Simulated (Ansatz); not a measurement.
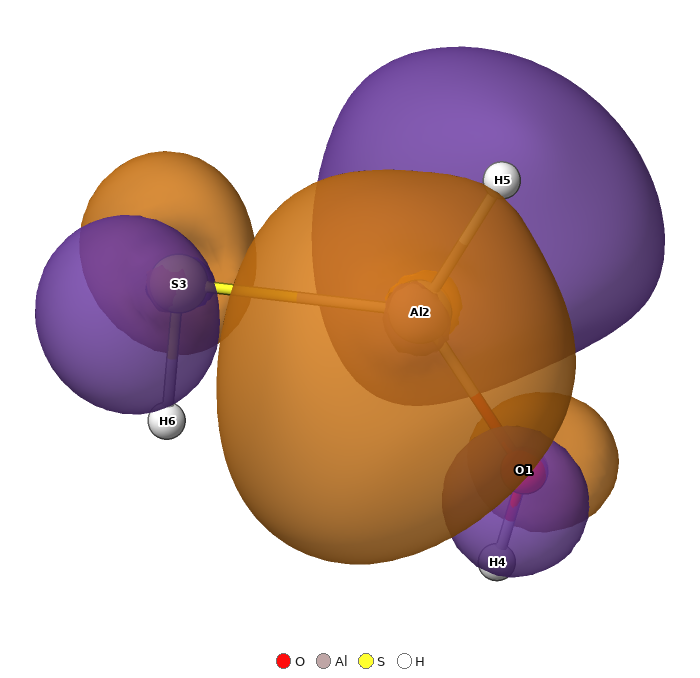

*AlH3OS (SMILES [OH][AlH][SH]). One frontier orbital at ±0.08 Å⁻³ᐟ² (orange and purple are the two phases), seen at a tilt.*

Theory: RKS B3LYP-D4/def2-SVP (Ansatz 0.2.0).

```xyz
6

O    -1.3384   -0.4569   -0.5259
Al    0.1141    0.3600   -0.1943
S     0.9900    1.8425   -1.5571
H    -1.9345   -0.4017   -1.2764
H     0.8483    0.0266    1.1505
H     0.0185    1.7483   -2.4955
```

Which orbital is it: HOMO or LUMO?

Answer. The LUMO, at −0.54 eV. By Hirshfeld shares it lies mainly on Al2 (about 70 %), S3 (about 15 %) and O1 (about 10 %); it changes sign across the molecular plane (π type).
